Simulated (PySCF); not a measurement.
F2GeH4, SMILES `FF.[GeH4]`.

Computed with PySCF, CAM-B3LYP/def2-SVP, geometry: GFN2-xTB. The pair's geometry is semi-empirical, so its contact may be too short or too long. GFN2-xTB bond lengths at metals and heavier atoms can be off by up to 0.1 Å and shapes distorted, which carries into these values. Without diffuse functions Rydberg states are missing, so the states' numbers hold for this basis only.

The calculation's input:

```python
import numpy as np
from pyscf import gto, scf, dft, tdscf
from pyscf.scf import atom_ks, atom_hf
from scipy.linalg import block_diag

def solve(mol, dm0=None, hcore=None):
    mf = (dft.UKS if mol.spin else dft.RKS)(mol, xc='camb3lyp')
    mf.grids.level = 3
    mf = mf.density_fit(auxbasis='def2-universal-jkfit')
    mf.conv_tol, mf.max_cycle = 1e-8, 80
    if hcore is not None:
        mf.get_hcore = lambda *args: hcore
    mf.kernel(dm0)
    if not mf.converged:
        mf = mf.newton().run(mf.mo_coeff, mf.mo_occ, max_cycle=30)
    assert mf.converged, 'SCF not converged'
    return mf

mol = gto.M(atom='''
F     -1.91735     0.71820    -0.00005
F     -2.19409    -0.65653     0.00001
Ge     1.02697    -0.01513     0.00002
H      2.48079    -0.31095     0.02075
H      0.41043    -0.54376     1.24104
H      0.42084    -0.66819    -1.18585
H      0.82781     1.45215    -0.07623
''', basis='def2-svp', charge=0, spin=0, verbose=4)
mf = solve(mol)
td = mf.TDA()
td.nstates, td.singlet, td.conv_tol = 5, True, 1e-5
td.kernel()
td.analyze()
x, y = np.array([p[0] for p in td.xy]), np.array([p[1] + 0 * p[0] for p in td.xy])
f, mu = td.oscillator_strength(), td.transition_dipole()
nto = [td.get_nto(state=i + 1, verbose=4) for i in range(len(td.e))]
# spherically averaged free atoms, for the promolecule
atm = atom_ks.get_atm_nrks(mol, xc='camb3lyp')
pro = block_diag(*[(atm[a[0]][2] * atm[a[0]][3]) @ atm[a[0]][2].T for a in mol._atom])
np.savez('result.npz', e=td.e, f=f, ok=td.converged, w=[n[0] for n in nto], nto=[n[1] for n in nto], x=x, y=y, c=mf.mo_coeff, occ=mf.mo_occ, eps=mf.mo_energy, pro=pro, mu=mu)
```

Command:

```sh
OMP_NUM_THREADS=1 python input.py
```

The run took 23 s on 1 thread of Intel(R) Xeon(R) 6975P-C (Granite Rapids), on a shared host, peak memory 0.47 GiB.

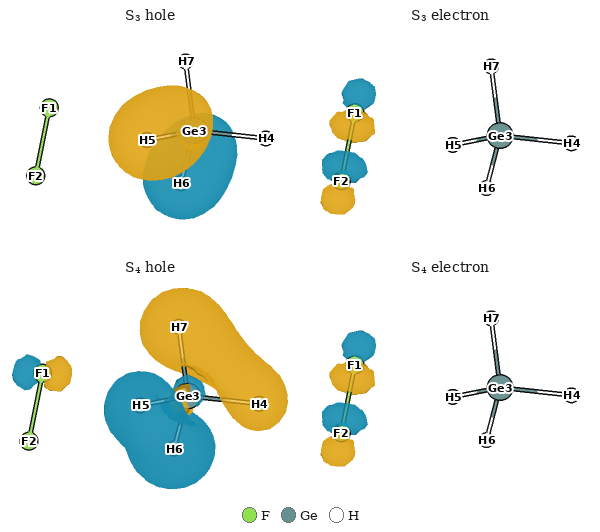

Leading natural transition orbitals (TDA singlet states).

Describe these excited states.

Answer. By state:
- S₃: 5.76 eV (215 nm), f = 0.000 (dark), charge transfer; the leading pair carries 100 %; hole on Ge3 (44 %), H5 (28 %) and H6 (24 %), electron on F1 and F2 (50 % each); their centroids lie 2.7 Å apart; S₄ lies within 0.1 eV of it.
- S₄: 5.85 eV (212 nm), f = 0.001 (very weak), charge transfer; the leading pair carries 100 %; hole on Ge3 (43 %), H6 and H7 (16 % each) and H5 (12 %), electron on F1 and F2 (50 % each); their centroids lie 2.9 Å apart; S₃ lies within 0.1 eV of it.
